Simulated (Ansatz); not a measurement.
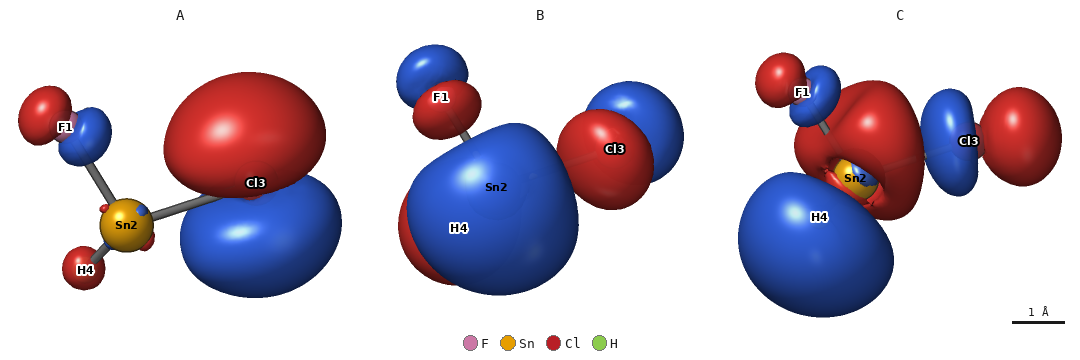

Figure 1: ClFHSn (doublet). Three frontier orbitals at ±0.08 Å⁻³ᐟ² (red and blue are the two phases), in no order.

Core potentials replace the inner electrons of Sn.

The calculation used UKS PBE-D4/def2-SVPD (Ansatz 0.2.0).

```csv
atom,x (Å),y (Å),z (Å)
F,-1.5712,0.2884,0.8813
Sn,-0.2652,-0.2236,-0.5308
Cl,1.4349,-1.4549,0.6400
H,0.4570,1.3298,-1.0107
```

**Order the three orbitals by energy and name them. All are α orbitals.**

A is the HOMO−1 (α) (−7.96 eV). Its weight (Hirshfeld) is mainly on Cl3 (about 90 %); largely a lone pair of Cl3. B is the HOMO (α) (−6.56 eV). By Hirshfeld shares it lies mainly on Sn2 (about 55 %), Cl3 (about 20 %), H4 (about 15 %) and F1 (about 10 %). C is the LUMO (α) (−2.16 eV). It lies mainly on Sn2 (about 65 %), Cl3 (about 20 %), F1 (about 10 %) and H4 (about 5 %).

**What is the gap between the highest occupied and lowest empty α orbitals?**

4.40 eV between the orbital energies.
